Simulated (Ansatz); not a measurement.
# BHO2 (oxoborinic acid): MP2/def2-TZVPP

Aim: the vertical ionisation energy of BHO2 (oxoborinic acid) at MP2/def2-TZVPP, from 2 runs. 

The calculation is run with Ansatz 0.2.0.

51 further runs of the same task are left out: 51 set aside as unsound or not needed.

### Step 1. The system as given

The species is BHO2 (4 atoms), meant as a singlet with charge 0. As SMILES, `O=BO`. The coordinates come from a PBE0-D4/def2-TZVP relaxation.

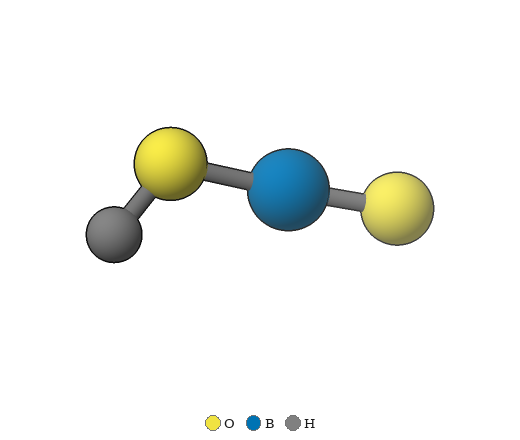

The structure, seen from a chosen angle (oxygen yellow, boron blue, hydrogen grey).

### Step 2. A single-point energy at MP2/def2-TZVPP

The input, input.yaml:

```yaml
crystal:
  periodic: [false, false, false]
  atoms:
    - symbol: O
      position_ang: [-1.555100, 0.523500, 0.428500]
    - symbol: B
      position_ang: [-0.423900, 0.132000, 0.248600]
    - symbol: O
      position_ang: [0.816700, -0.302000, 0.108600]
    - symbol: H
      position_ang: [1.162300, -0.353500, -0.785700]
basis:
  gaussian: {orbitals: def2-TZVPP}
correlation: {method: mp2, frozen_orbitals: {B: 1, H: 0, O: 1}}
accuracy: high
```

On the command line:

```
$ ansatz run input.yaml --threads 1 --pin off --max-ram 3480MiB --events-out events.jsonl --progress --plain --runs-dir runs
```

The log of the run:

```text
Warning: RAYON_NUM_THREADS=1 ignored (pool sized by the plan → 1); use --threads N
Functional definition: HF
  name "HF"
  exchange = exact_x
  correlation = 0
1677 factors; integrals over basis functions are off by at most 4.5e-9 eV
mean field evaluation 1: about -4762.3790 eV, gradient 4.7e1 eV
mean field evaluation 2: about -4762.3798 eV, gradient 4.7e1 eV
mean field evaluation 4: about -4766.3267 eV, gradient 3.5e0 eV
mean field evaluation 8: about -4766.3716 eV, gradient 1.1e-1 eV
mean field -4766.37170328 eV, -175.1609293329 hartree, gradient 1.4e-8 eV, S^2 0.000000; 0 other end points of the search recorded, 0 dependent functions left out
3 core orbitals not correlated: weight in the atoms' cores, before any rotation towards them, 1.000 or more for the frozen orbitals, at most 0.000 for the correlated occupied ones
reference -4766.37170328 eV, -175.1609293329 hartree; 8, 8 occupied and 96, 96 virtual orbitals, 1677 factors
second order -15.17731648 eV of doubles, -0.00000000 eV of singles
Total energy: -4781.54901976 eV, -175.7186854259 hartree
```

It took 2.5 s on 1 thread of Arm Neoverse V1, shared host; peak memory 0.22 GiB.

### Step 3. The doublet cation at the same level

The input, run.yaml:

```yaml
basis:
  gaussian:
    orbitals: def2-TZVPP
crystal:
  periodic: [false, false, false]
  atoms:
    - {symbol: O, position_ang: [-1.555100, 0.523500, 0.428500]}
    - {symbol: B, position_ang: [-0.423900, 0.132000, 0.248600]}
    - {symbol: O, position_ang: [0.816700, -0.302000, 0.108600]}
    - {symbol: H, position_ang: [1.162300, -0.353500, -0.785700]}
total_charge: 1
magnetization:
  spin_polarized: true
  initial_magnetization: 1
correlation:
  method: mp2
  frozen_orbitals: {B: 1, H: 0, O: 1}
accuracy: high
```

On the command line:

```
$ ansatz run run.yaml --threads 1 --pin off --max-ram 3480MiB --events-out events.jsonl --progress --plain --runs-dir runs
```

The log of the run (excerpt; [...] marks lines left out):

```text
Warning: RAYON_NUM_THREADS=1 ignored (pool sized by the plan → 1); use --threads N
[... 2 set-up lines as earlier in the session ...]
[...]
1677 factors; integrals over basis functions are off by at most 4.5e-9 eV
[...]
mean field -4755.62200802 eV, -174.7658853184 hartree, gradient 6.4e-8 eV, S^2 0.759884; 7 other end points of the search recorded, 0 dependent functions left out
3 core orbitals not correlated: weight in the atoms' cores, before any rotation towards them, 1.000 or more for the frozen orbitals, at most 0.000 for the correlated occupied ones
reference -4755.62200802 eV, -174.7658853184 hartree; 8, 7 occupied and 96, 97 virtual orbitals, 1677 factors
second order -13.15309532 eV of doubles, -0.00000000 eV of singles
Total energy: -4768.77510334 eV, -175.2492526558 hartree
```

It took 7.5 s on 1 thread of Arm Neoverse V1, shared host; peak memory 0.25 GiB.

### Step 4. Outcome

Level: MP2/def2-TZVPP, 3 core orbitals frozen.

```
                                                   quantity          value
                                 singlet BHO2: total energy  -175.71869 Eh
  singlet BHO2: correlation energy (3 core orbitals frozen)     -557.8 mEh
                               doublet cation: total energy  -175.24925 Eh
doublet cation: correlation energy (3 core orbitals frozen)     -483.4 mEh
          doublet cation: ⟨S²⟩ of the reference determinant          0.760
         vertical ionisation energy (to the doublet cation)      12.774 eV
```

Removing an electron at fixed nuclei costs 12.77 eV (1232 kJ/mol).
